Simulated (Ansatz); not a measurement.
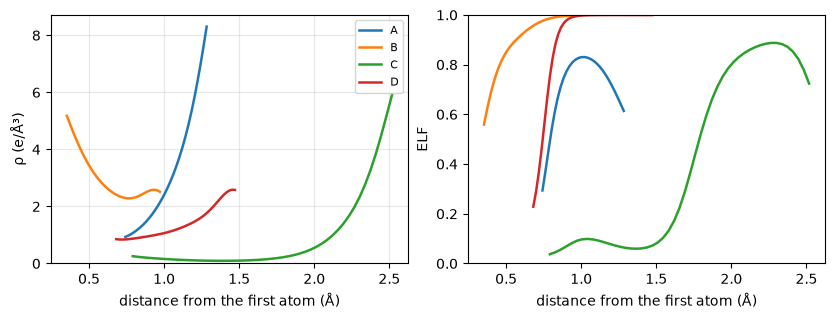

*F$_{2}$H$_{2}$Si···H$_{2}$O. Electron density and ELF along straight lines between neighbouring atoms. The curves leave out the atomic cores.*

Not at a stationary point (largest force 0.8 eV/Å).

Theory: RKS B3LYP/6-31G* in Ansatz.

```csv
atom,x (Å),y (Å),z (Å)
Si,0.2814,0.0539,-0.1105
F,0.2156,-0.0502,1.4889
F,1.8464,0.0043,-0.4750
H,-0.2349,1.3539,-0.5694
H,-0.3261,-1.1488,-0.7139
O,-2.4334,0.0508,0.8425
H,-2.7777,-0.8419,0.6706
H,-1.8997,-0.0518,1.6669
```

> Which curve belongs to which contact (O–H, Si–F, Si–H and Si–O)? The first atom named is at distance zero.

Curve A: Si–F (1.60 Å): ρ at the midpoint is about 1.1 e/Å³; the ELF peaks at about 0.85 in the valence shell of F, 0.6 Å from its nucleus, and is about 0.55 at the midpoint. Curve B: O–H (0.97 Å): ρ at the midpoint is about 3.6 e/Å³; the ELF climbs to about 1 towards the hydrogen, as it does in any bond to H: an ordinary covalent bond to hydrogen. Curve C: Si1···O6 (2.88 Å): the density falls to about 0.09 e/Å³ on the way; the ELF is about 0.05 at the midpoint. Curve D: Si–H (1.47 Å): the density is about 0.84 e/Å³ at the midpoint; the ELF climbs to about 1 towards the hydrogen.
